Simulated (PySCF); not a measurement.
**CCSDT/STO-3G run of GeO (SMILES [O]=[Ge])**

Aim: the vertical ionisation energy of GeO at CCSDT/STO-3G, from 2 runs. 

The calculation is run with PySCF 2.14.0.

13 further runs of the same task are left out: 6 that didn't finish, 7 set aside as unsound or not needed.

## (1) The system as given

GeO has 2 atoms, charge 0, and is taken as a singlet. As SMILES, `[O]=[Ge]`. Geometry: a GFN2-xTB relaxation, a rough one for these elements and not checked as a minimum.

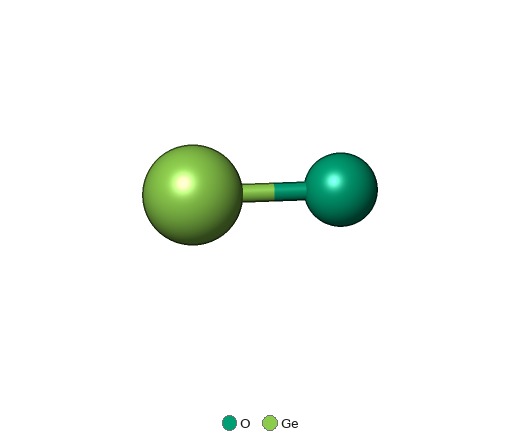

The structure, seen from a chosen angle (oxygen teal, germanium green).

## (2) The energy at CCSDT/STO-3G

calc.py

```python
from pyscf import gto, scf, cc

mol = gto.M(
    atom=[
    ('O', (0.000000, 0.000000, 0.000000)),
    ('Ge', (0.000000, 0.000000, 1.576490)),
],
    max_memory=1860,
    verbose=3,
    spin=0,
    basis='sto-3g',
)

mf = scf.RHF(mol)
mf.conv_tol = 1e-10
mf.kernel()
if not mf.converged:
    mf = mf.newton().run(mf.mo_coeff, mf.mo_occ)

mycc = cc.CCSDT(mf, frozen=10)
mycc.kernel()
etot = mycc.e_tot
print('E(%s) = %.9f' % ('CCSDT', etot))
```

On the command line:

```bash
OMP_NUM_THREADS=1 python calc.py
```

Standard output:

```text
converged SCF energy = -2125.55931224429
_make_eris_incore_RCCSDT

WARN: A large `blksize` is being used, which may cause large memory consumption
      for storing contraction intermediates. If memory is sufficient, consider using
      `pyscf.cc.rccsdt_highm.RCCSDT` instead.

RCCSDT converged
E(RCCSDT) = -2125.713486963275   E_corr = -0.1541747189890757
E_corr(same-spin) = -0.0321772013984109
E_corr(oppo-spin) = -0.121997517590665
E(CCSDT) = -2125.713486963
```

Wall time 1.1 s (1 thread of Intel Xeon Platinum 8488C (Sapphire Rapids), shared host); peak memory 0.1 GiB.

## (3) The doublet cation, same level

calc.py

```python
from pyscf import gto, cc

system = gto.Mole()
system.atom = '''
O      0.000000     0.000000     0.000000
Ge     0.000000     0.000000     1.576490
'''
system.basis = 'sto-3g'
system.spin = 1
system.verbose = 3
system.max_memory = 1860
system.charge = 1
system.build()

calc0 = system.UHF()
calc0.conv_tol = 1e-10
calc0.kernel()
if not calc0.converged:
    calc0 = calc0.newton().run(calc0.mo_coeff, calc0.mo_occ)

mycc = cc.CCSDT(calc0, frozen=10)
mycc.kernel()
e_tot = mycc.e_tot
print('Final energy', e_tot)
```

On the command line:

```bash
OMP_NUM_THREADS=1 python calc.py
```

Standard output:

```text
converged SCF energy = -2125.32532568701  <S^2> = 0.80187131  2S+1 = 2.0512156
_make_eris_incore_UCCSDT

WARN: A large `blksize_v_aaa` is being used, which may cause large memory consumption
      for storing contraction intermediates. If memory is sufficient, consider using
      `pyscf.cc.uccsdt_highm.UCCSDT` instead.

WARN: A large `blksize_v_aab` is being used, which may cause large memory consumption
      for storing contraction intermediates. If memory is sufficient, consider using
      `pyscf.cc.uccsdt_highm.UCCSDT` instead.

UCCSDT converged
E(UCCSDT) = -2125.456209747756   E_corr = -0.1308840607417824
E_corr(same-spin) = -0.0291960532468317
E_corr(oppo-spin) = -0.101688007494951
Final energy -2125.4562097477556
```

It took 2.7 s on 1 thread of Intel Xeon Platinum 8488C (Sapphire Rapids), shared host; peak memory 0.12 GiB.

## (4) Results

At CCSDT/STO-3G, 10 core orbitals frozen:

```
                                                                  quantity           value
                                                 singlet GeO: total energy  -2125.71349 Eh
                         singlet GeO: dipole moment (Hartree–Fock density)          1.43 D
                          singlet GeO: HOMO energy (Hartree–Fock orbitals)        -7.74 eV
                          singlet GeO: LUMO energy (Hartree–Fock orbitals)         6.52 eV
                        singlet GeO: HOMO–LUMO gap (Hartree–Fock orbitals)        14.26 eV
                 singlet GeO: correlation energy (10 core orbitals frozen)      -154.2 mEh
                                                singlet GeO: T1 diagnostic           0.022
                                              doublet cation: total energy  -2125.45621 Eh
doublet cation: HOMO energy (Hartree–Fock orbitals) (highest over α and β)       -18.29 eV
 doublet cation: LUMO energy (Hartree–Fock orbitals) (lowest over α and β)        -4.53 eV
              doublet cation: correlation energy (10 core orbitals frozen)      -130.9 mEh
                         doublet cation: ⟨S²⟩ of the reference determinant           0.802
                                             doublet cation: T1 diagnostic           0.076
                        vertical ionisation energy (to the doublet cation)        7.001 eV
```

**Reading.** Removing an electron at fixed nuclei costs 7.00 eV (675 kJ/mol). In a minimal basis such a difference can be off by several eV, whatever the method. The T1 diagnostic (singlet GeO) of 0.022 is above the customary mark for such species, so a single reference may not serve. The T1 diagnostic (doublet cation) of 0.076 is above the customary mark for such species, so a single reference may not serve.
